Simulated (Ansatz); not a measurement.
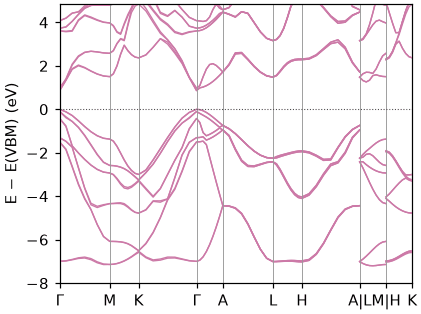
*Band structure from the program Ansatz at the r²SCAN with spin–orbit coupling level (PAW)*

Problem. Read off the gap and where the band edges lie.

Solution. About 0.9 eV (0.86 eV by a search for the band edges); maximum at Γ, minimum at Γ.

The material is GaAs (wurtzite, P6_3mc).

The workflow started from a Materials Project entry (that database holds measured and hypothetical structures alike); the Crystallography Open Database copy checked does not list it. It is not the phase usual at ambient conditions (space group No. 216). Symmetry was held in the r²SCAN relaxation; its stability against distortions is not shown here.

Potentials: the later of the program's two PAW sets.
